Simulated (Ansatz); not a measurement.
## Electronic structure of CH6N2OSi in real space

```xyz
11

N    -1.5985    0.7898    0.0952
C    -0.5235    1.4153    0.2757
O     0.6461    0.8732    0.0065
Si    1.0292   -0.5725   -0.7061
N     0.4037   -1.7923    0.3394
H    -2.4079    1.4820    0.3587
H    -0.3889    2.4365    0.6923
H     0.2954   -0.6903   -2.0046
H     2.4142   -0.7666   -0.8179
H     0.8052   -1.6109    1.2965
H    -0.6097   -1.6213    0.4848
```

Theory: SCF PBE, Gaussian basis (Ansatz).

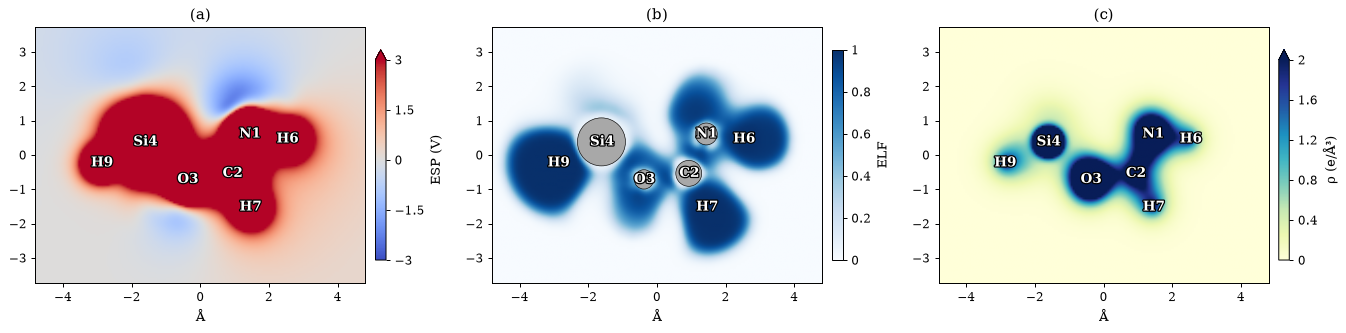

Figure 1. (a) molecular electrostatic potential; (b) electron localisation function; (c) electron density on the plane of atoms N1, C2 and O3. Grey discs cover the atomic cores in the ELF map.

Q: Read the bonding off the picture.

A:
- The plane passes through N, C, O, Si and H nuclei.
- C–N (1.26 Å): ρ at the midpoint is about 2.9 e/Å³; the ELF peaks at about 0.90 between the atoms (a multiple bond).
- C–O (1.32 Å): ρ at the midpoint is about 2.5 e/Å³; the ELF peaks at about 0.90 between the atoms: a polar covalent bond.
- Si–O (1.66 Å): the density is about 1.1 e/Å³ at the midpoint; the ELF peaks at about 0.90 between the atoms (a polar covalent bond).
- C–H (1.11 Å): the density is about 2 e/Å³ at the midpoint; the ELF climbs to about 1 towards the hydrogen, as it does in any bond to H; a covalent bond by its length.
- Si–H (1.40 Å): ρ at the midpoint is about 0.88 e/Å³; the ELF climbs to about 1 towards the hydrogen.
- The ELF also peaks beside O3 and N1, away from the bonds: lone-pair regions.
- Outside the dense part of the molecule the potential is most negative (−2.2 V) near N1.

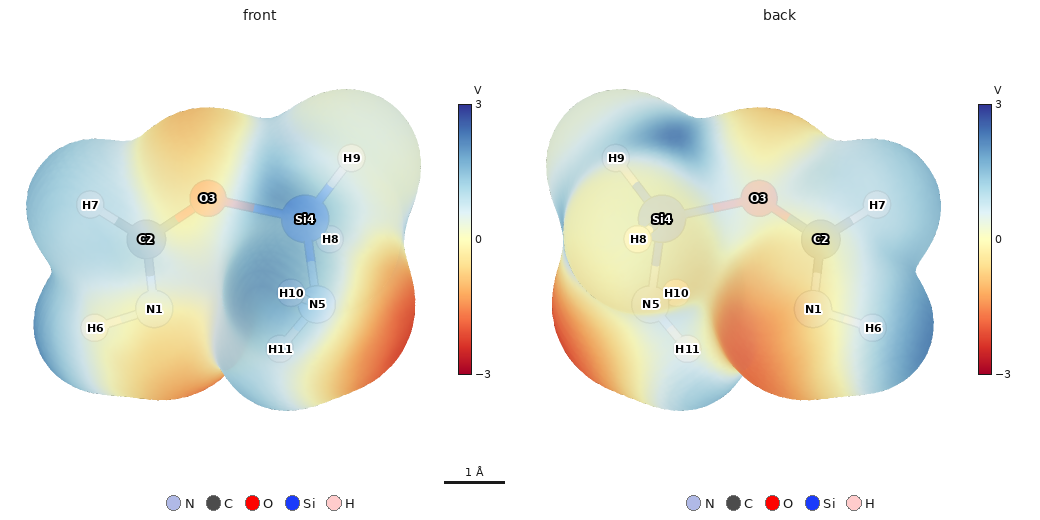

Figure 2. The electrostatic potential painted on the density surface at 0.004 e/bohr³, seen from the front and from behind; the colour scale runs from red (negative) to blue (positive).

Q: Which sites attract a positive test charge, and which a negative one?

A: A positive charge is drawn to the negative regions and a negative charge to the positive ones. The most negative region (about −2.1 V) lies over N5, the most positive (about +2.1 V) over Si4 and H6. N5 is the likeliest acceptor of a hydrogen bond.

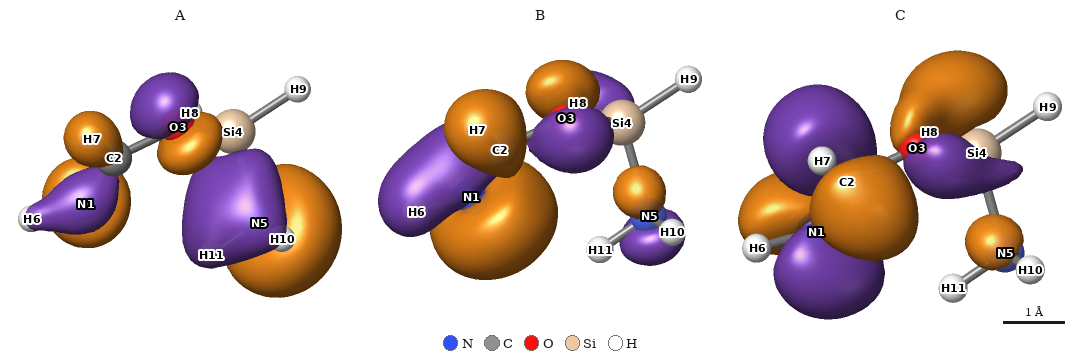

Figure 3. Three frontier orbitals at ±0.1 Å⁻³ᐟ² (orange and purple are the two phases), in no order.

Q: Which picture is the HOMO−1, the HOMO and the LUMO?

A: B is the HOMO−1 (−6.72 eV). It lies mainly on N1 (about 55 %), O3 (about 10 %) and C2 (about 10 %). A is the HOMO (−5.77 eV). It lies mainly on N5 (about 60 %), N1 (about 10 %), O3 (about 10 %) and Si4 (about 5 %). C is the LUMO (−0.74 eV). Its weight (Hirshfeld) is mainly on C2 (about 35 %), N1 (about 30 %), Si4 (about 10 %) and O3 (about 10 %); π-antibonding (π*) across C2–N1.

Q: What is the HOMO–LUMO gap?

A: 5.03 eV between the orbital energies.
